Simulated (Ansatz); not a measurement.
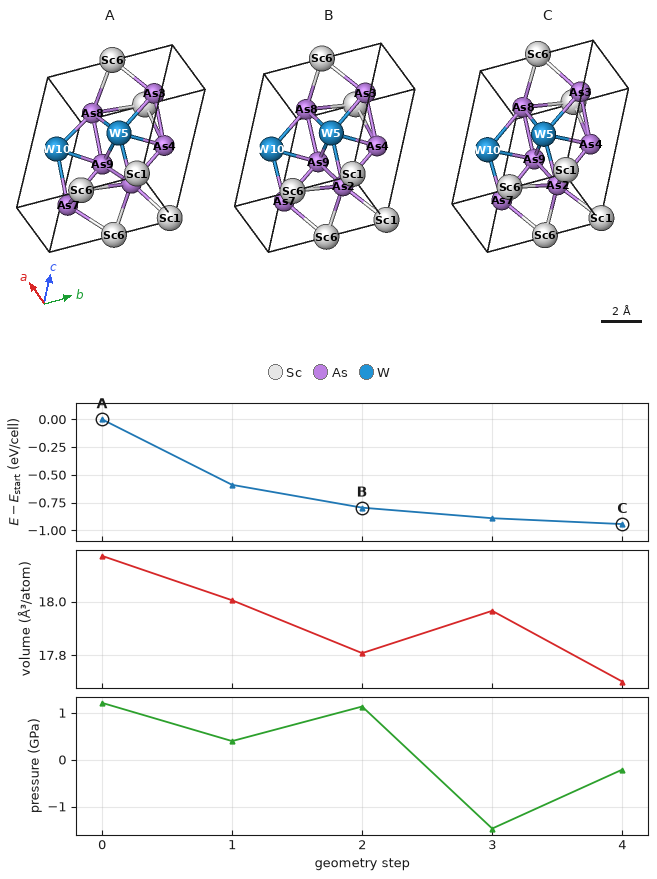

Frames of a relaxation of a crystal of ScAs$_{3}$W (built on the LaGa3Cu-119 type type), marked on the history of the run. A ball-and-stick model of the cell of the calculation, reduced to other axes, seen from a free direction. Lengths and directions refer to the drawn axes.

Case: shaken.

All numbers below come from DFT, PBEsol, plane waves, PAW in Ansatz 0.2.0.

Input
```yaml
crystal:
  lattice:
    - [-1.8081237836, 1.77772861, 6.8656200624]
    - [3.6429963047, -3.7803194415, 13.7961763268]
    - [1.7930291673, 1.8750651045, -6.8946364826]
  atoms:
    - { symbol: Sc, position: [0.0245329156, 0.0378627912, 0.0791349271] }
    - { symbol: As, position: [0.6021482782, 0.2981215645, -0.0269719241] }
    - { symbol: As, position: [0.4193092367, 0.2011667165, 0.0100271031] }
    - { symbol: As, position: [0.7721321671, 0.1391146173, 0.533352141] }
    - { symbol: W, position: [0.2634307591, 0.3600515008, 0.493282593] }
    - { symbol: Sc, position: [0.0083837323, 0.4804397966, -0.032645442] }
    - { symbol: As, position: [0.5761922406, 0.786543803, -0.0165411253] }
    - { symbol: As, position: [0.378458183, 0.6989077848, -0.0159993314] }
    - { symbol: As, position: [0.7526063726, 0.6307873982, 0.5187241125] }
    - { symbol: W, position: [0.259967097, 0.8649429445, 0.4928024935] }
kpoints:
  mp_grid: { grid: [8, 8, 8] }
hamiltonian:
  xc: pbesol
scf:
  occupations: { method: fermi_dirac, width: 0.05 }
relax:
  f_tol: 0.01
  cell: {}
  max_steps: 120
output:
  write_density: true
  write_potential: true
  elf: true
  volumetric_format: npy
```

Launched with:
```bash
ansatz run input.yaml --threads 2 --pin off --max-ram 2211MiB --backend cpu --events-out ev --progress --plain --runs-dir out
```

What happens along the run?

Answer. The run was cut off at its time limit before the relaxation converged, so the last structure is only a point on the way. After 4 geometry steps the energy has fallen by 0.943 eV per cell of the calculation. The largest force component goes from 1.4 to 0.17 eV/Å. The pressure goes from 1.21 to −0.21 GPa. The largest moves relative to the cell, 0.28 Å, are those of Sc1 and W10. W10 goes roughly along [1 0 −3]. Largest moves by element: W 0.28 Å, Sc 0.28 Å, As 0.24 Å. Cell: a 3.653 → 3.923 Å (+7.4 %), b 7.229 → 6.511 Å (−9.9 %), c 7.319 → 7.423 Å (+1.4 %), β 76.3° → 75.0°, γ 89.5° → 90.0°. Volume −2.6 %. Near-neighbour distances that change, for instance: Sc1–Sc6 3.997 → 3.267 Å, As2–As7 3.661 → 3.216 Å, As3–As8 3.599 → 3.167 Å, Sc1–As9 4.133 → 3.741 Å. The space group stays P1 (No. 1). From step 0 to 2: Sc1 moves most (0.27 Å), volume −2.0 %, energy −0.795 eV per cell of the calculation. From step 2 to 4: W5 moves most (0.21 Å), volume −0.6 %, energy −0.148 eV per cell of the calculation.

| step | E − E(0), meV/atom | largest force component, eV/Å | pressure, GPa | volume, Å³/atom |
| --- | --- | --- | --- | --- |
| 0 | 0.00 | 1.3950 | 1.21 | 18.171 |
| 1 | -58.97 | 0.4626 | 0.40 | 18.005 |
| 2 | -79.52 | 0.2483 | 1.13 | 17.807 |
| 3 | -89.02 | 0.2335 | -1.47 | 17.966 |
| 4 | -94.30 | 0.1694 | -0.21 | 17.701 |
